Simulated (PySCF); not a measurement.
**triplet HNO2: levels of theory compared**

Wanted: a comparison of 6 runs (U-r2SCAN/def2-TZVP, U-revPBE/def2-TZVP, UBLYP/def2-TZVP, UM06-L/def2-TZVP, UPBE0/def2-TZVP, USVWN5/def2-TZVP) of triplet HNO2. 

The results are computed with PySCF 2.14.0.

1 further run of the same task is left out (set aside as unsound or not needed).

### 1 Starting point

The species is HNO2 (4 atoms), meant as a triplet with charge 0. SMILES of the parent species: `O=NO`. The shape is that of a PBE0-D4/def2-TZVP optimisation. That shape belongs to the parent species and isn't relaxed for this state.

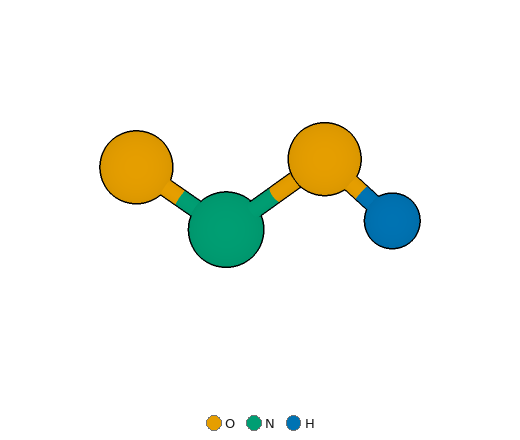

The structure, seen from a chosen angle (oxygen amber, nitrogen teal, hydrogen blue).

### 2 A single-point energy at U-r2SCAN/def2-TZVP (run 1)

input.py

```python
from pyscf import gto, dft

system = gto.Mole()
system.atom = '''
O      0.781685     0.089252     2.716028
N      0.604996    -0.792551     0.713126
O     -0.685309     0.821388    -0.930974
H     -0.701353    -0.118089    -2.498180
'''
system.unit = 'bohr'
system.verbose = 3
system.spin = 2
system.max_memory = 1860
system.basis = 'def2-tzvp'
system.charge = 0
system.build()

ks = dft.UKS(system)
ks.xc = 'r2scan'
ks.grids.level = 5
ks.conv_tol = 1e-10
ks.kernel()
if not ks.converged:
    ks = ks.newton().run(ks.mo_coeff, ks.mo_occ)

etot = ks.e_tot
print('E = %.10f Eh' % etot)
```

Run with:

```console
$ OMP_NUM_THREADS=1 python input.py
```

Output:

```text
WARN: HOMO -0.124012230822203 >= LUMO -0.292158710508737

WARN: HOMO -0.114278206539417 >= LUMO -0.142944100131686

WARN: HOMO -0.138953244784972 >= LUMO -0.193444008513026

WARN: HOMO -0.148053245416342 >= LUMO -0.199426929373033

WARN: HOMO -0.157032556822408 >= LUMO -0.203240586923656

WARN: HOMO -0.150982941510016 >= LUMO -0.196676223446673

WARN: HOMO -0.152649851005947 >= LUMO -0.197471154269579

WARN: HOMO -0.152533890511123 >= LUMO -0.197109513408755

WARN: HOMO -0.152546499477289 >= LUMO -0.197094100257715

WARN: HOMO -0.152538442634309 >= LUMO -0.197093529089059

WARN: HOMO -0.152538211141575 >= LUMO -0.197097239303154

WARN: HOMO -0.152538185919411 >= LUMO -0.197097252671043

WARN: HOMO -0.152538047791438 >= LUMO -0.197097654090562

converged SCF energy = -205.610597984503  <S^2> = 2.0095441  2S+1 = 3.006356
E = -205.6105979845 Eh
```

Run time: 46 s. Hardware: 1 thread of Arm Neoverse V2, shared host; peak memory 0.55 GiB.

### 3 A single-point energy at U-revPBE/def2-TZVP (run 2)

job.py

```python
from pyscf import gto, dft

mol = gto.M(
    atom='O 0.413650 0.047230 1.437260; N 0.320150 -0.419400 0.377370; O -0.362650 0.434660 -0.492650; H -0.371140 -0.062490 -1.321980',
    spin=2,
    verbose=4,
    max_memory=1860,
    basis='def2-tzvp',
)

calc0 = dft.UKS(mol)
calc0.xc = 'revpbe'
calc0.conv_tol = 1e-10
calc0.grids.level = 5
calc0.kernel()
if not calc0.converged:
    calc0 = calc0.newton().run(calc0.mo_coeff, calc0.mo_occ)

e_final = calc0.e_tot
print('E(%s) = %.9f' % ('REVPBE', e_final))
```

Run with:

```console
$ OMP_NUM_THREADS=1 python job.py
```

Output:

```text
PySCF version 2.14.0

[... 61 lines left out ...]
[... the frontier-level lines of each cycle are left out ...]
[... 17 lines left out ...]
[... 17 lines left out ...]
[... 17 lines left out ...]
[... 1 line left out ...]
cycle= 11 E= -205.656042624629  delta_E= -5.2e-11  |g|= 1.11e-05  |ddm|= 1.34e-05


cycle= 12 E= -205.65604262467  delta_E= -4.08e-11  |g|= 3.5e-06  |ddm|= 8.09e-06


Extra cycle  E= -205.656042624631  delta_E= 3.95e-11  |g|= 1.09e-05  |ddm|= 6.91e-06
converged SCF energy = -205.656042624631  <S^2> = 2.0041011  2S+1 = 3.0027328
E(REVPBE) = -205.656042625
```

Wall time 18 s (1 thread of Arm Neoverse V2, shared host); peak memory 0.49 GiB.

Runs 3 to 5 aren't shown in full; the table further down has their settings and results.

### 4 The energy at USVWN5/def2-TZVP (run 6)

calc.py

```python
from pyscf import gto, dft

molecule = gto.M(
    atom='''
O        0.413650       0.047230       1.437260
N        0.320150      -0.419400       0.377370
O       -0.362650       0.434660      -0.492650
H       -0.371140      -0.062490      -1.321980
''',
    verbose=3,
    max_memory=1860,
    basis='def2-tzvp',
    charge=0,
    spin=2,
)

ks = dft.UKS(molecule, xc='svwn')
ks.conv_tol = 1e-10
ks.grids.level = 5
ks.kernel()
if not ks.converged:
    ks = ks.newton().run(ks.mo_coeff, ks.mo_occ)

e_final = ks.e_tot
print('Final energy', e_final)
```

Run with:

```console
$ OMP_NUM_THREADS=1 python calc.py
```

Output:

```text
WARN: HOMO -0.129430128678074 >= LUMO -0.284062083678734

WARN: HOMO -0.0992844350896505 >= LUMO -0.152640897367192

WARN: HOMO -0.126078335555782 >= LUMO -0.215117229070678

WARN: HOMO -0.133749888482093 >= LUMO -0.222737700744268

WARN: HOMO -0.143553877051453 >= LUMO -0.229442276168143

WARN: HOMO -0.1362888332079 >= LUMO -0.222899479683001

WARN: HOMO -0.137516167505837 >= LUMO -0.22382975641235

WARN: HOMO -0.137467322865952 >= LUMO -0.223740844418401

WARN: HOMO -0.137472003664087 >= LUMO -0.223732712309534

WARN: HOMO -0.137472117063076 >= LUMO -0.223731264832892

WARN: HOMO -0.137472664196558 >= LUMO -0.223731716478795

WARN: HOMO -0.137472593767846 >= LUMO -0.223732071515848

converged SCF energy = -204.21238409835  <S^2> = 2.0027721  2S+1 = 3.0018475
Final energy -204.2123840983497
```

Run time: 12 s. Hardware: 1 thread of Arm Neoverse V2, shared host; peak memory 0.33 GiB.

### 5 The series

```tsv
run	level	energy (Eh)	dipole moment (D)	HOMO energy (eV)	⟨S²⟩	wall time
1	U-r2SCAN/def2-TZVP	-205.610598	2.34	-4.15	2.010	46 s
2	U-revPBE/def2-TZVP	-205.656043	2.29	-3.56	2.004	18 s
3	UBLYP/def2-TZVP	-205.687103	2.32	-3.60	2.004	18 s
4	UM06-L/def2-TZVP	-205.672513	2.28	-3.74	2.009	46 s
5	UPBE0/def2-TZVP	-205.489484	2.33	-5.57	2.010	20 s
6	USVWN5/def2-TZVP	-204.212384	2.41	-3.74	2.003	12 s
```

### 6 Summary of results

| quantity | value |
| --- | --- |
| run 6: total energy | -204.21238 Eh |
| run 6: dipole moment | 2.41 D |
| run 6: HOMO energy (highest over α and β) | -3.74 eV |
| run 6: ⟨S²⟩ | 2.003 |

The dipole moment (its size) runs from 2.28 D (UM06-L/def2-TZVP) to 2.41 D (USVWN5/def2-TZVP). Totals of different functionals can't be ranked against each other. All runs together took 2.7 min, the longest 46 s.
